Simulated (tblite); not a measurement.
System: H2Br, doublet: collinear Br-H-H surface. Scanned: Br-H distance and H-H distance.

Cartesian coordinates as functions of the variables (Å; names that start with a are angles):
```
Br  0  0  -r1
H  0  0  0
H  0  0  r2
```

Computed with GFN2-xTB, 300 K electronic temperature run with tblite.

Energy in kcal/mol above the lowest grid point; x is the Br-H distance (Å), y the H-H distance (Å).

| y \ x | 1.20 | 1.33 | 1.44 | 1.56 | 1.69 | 1.84 | 2 | 2.18 | 2.41 | 2.71 | 3.11 | 3.64 | 4.09 |
|---|---|---|---|---|---|---|---|---|---|---|---|---|---|
| 2.15 | 47.0 | 31.6 | 30.0 | 33.2 | 39.1 | 47.0 | 55.6 | 64.7 | 74.2 | 82.4 | 87.5 | — | 90.1 |
| 1.91 | 46.4 | 30.4 | 28.3 | 30.8 | 35.8 | 42.6 | 49.8 | 57.3 | 64.9 | 71.4 | 75.5 | 77.3 | — |
| 1.63 | 45.7 | 28.4 | 25.1 | 26.2 | 29.5 | 34.2 | 39.3 | 44.5 | 49.9 | 54.6 | 57.8 | 59.4 | — |
| 1.42 | 46.1 | 27.1 | 22.2 | 21.6 | 23.0 | 25.7 | 28.8 | 32.2 | 35.9 | 39.5 | 42.2 | 43.6 | — |
| 1.27 | 48.0 | 27.0 | 20.5 | 18.2 | 17.9 | 18.9 | 20.4 | 22.5 | 25.1 | 27.9 | 30.2 | — | — |
| 1.14 | 51.7 | 28.3 | 20.0 | 15.8 | 13.8 | 13.0 | 13.2 | 14.1 | 15.7 | 17.8 | 19.7 | 20.9 | 21.2 |
| 1.05 | 56.0 | 30.6 | 20.6 | 14.9 | 11.5 | 9.5 | 8.6 | 8.6 | 9.5 | 11.1 | 12.7 | 13.7 | — |
| 0.96 | 62.6 | 34.5 | 22.7 | 15.3 | 10.4 | 7.0 | 5.0 | 4.1 | 4.3 | 5.3 | 6.5 | 7.4 | — |
| 0.89 | 69.7 | 39.3 | 25.9 | 16.9 | 10.8 | 6.3 | 3.4 | 1.8 | 1.3 | 1.8 | 2.8 | 3.5 | 3.7 |
| 0.82 | 78.9 | 46.0 | 30.8 | 20.4 | 12.9 | 7.3 | 3.5 | 1.1 | 0.0 | 0.0 | 0.6 | 1.2 | 1.3 |
| 0.76 | 88.7 | 53.6 | 36.8 | 25.0 | 16.5 | 9.9 | 5.4 | 2.3 | 0.6 | 0.2 | 0.5 | 0.9 | 1.0 |
| 0.70 | 101.6 | 64.0 | 45.5 | 32.3 | 22.6 | 15.0 | 9.6 | 5.8 | 3.5 | 2.7 | 2.7 | 2.9 | 3.0 |
| 0.63 | 122.6 | 81.9 | 61.1 | 45.9 | 34.6 | 25.8 | 19.4 | 14.8 | 11.8 | 10.4 | 10.1 | 10.2 | 10.3 |

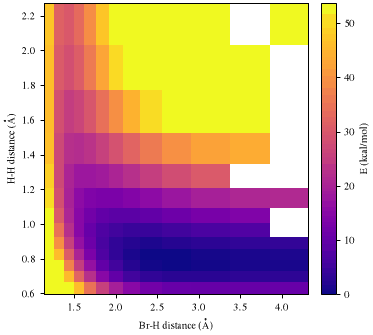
Figure. Energy surface, cut off at 54 kcal/mol.

Points that lie below all their neighbours on the grid (none is named beside a point without a result): x = 2.41, y = 0.82 (0.0 kcal/mol).

Dashes: no converged value, or the column stops at the first point that the program doubted or that broke a chosen test of continuity, which isn't proof of a fault.
